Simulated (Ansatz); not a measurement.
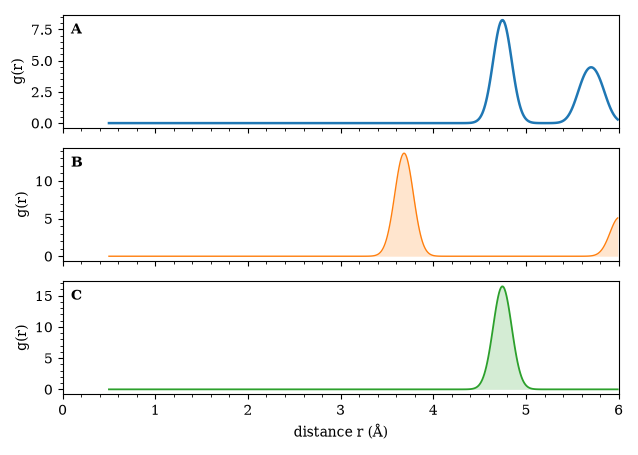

Calculated partial radial distribution functions of Cs2Ge, each distance broadened by a Gaussian of σ = 0.10 Å. It is based on the geometry relaxed with Ansatz, DFT PBE, scalar-relativistic, plane waves, PAW; the starting structure was generated, so it need not be a known form of this composition.

Space group P-3m1 (No. 164). a = 4.745 Å, b = 4.745 Å, c = 10.019 Å, α = 90.00°, β = 90.00°, γ = 120.00°
```tsv
atom	site	symmetry	x	y	z
Cs	2d	3m.	0.3333	0.6667	0.7461
Ge	1b	-3m.	0.0000	0.0000	0.5000
```

Question: Assign each lettered curve to its atom pair.

Answer: panel A is Cs–Cs (first distance 4.75 Å); panel B is Cs–Ge (first distance 3.69 Å); panel C is Ge–Ge (first distance 4.75 Å).

Question: Tabulate the first and second shells, merging distances less than 0.12 Å apart and averaging over sites.

Answer:
```json
{"pair": "Cs–Cs", "first shell (Å)": "4.75", "neighbours in it": "6 Cs per Cs", "second shell (Å)": "5.64", "neighbours in the second": "3"}
{"pair": "Cs–Ge", "first shell (Å)": "3.69", "neighbours in it": "3 Ge per Cs", "second shell (Å)": "beyond the range", "neighbours in the second": "–"}
{"pair": "Ge–Ge", "first shell (Å)": "4.75", "neighbours in it": "6 Ge per Ge", "second shell (Å)": "beyond the range", "neighbours in the second": "–"}
```
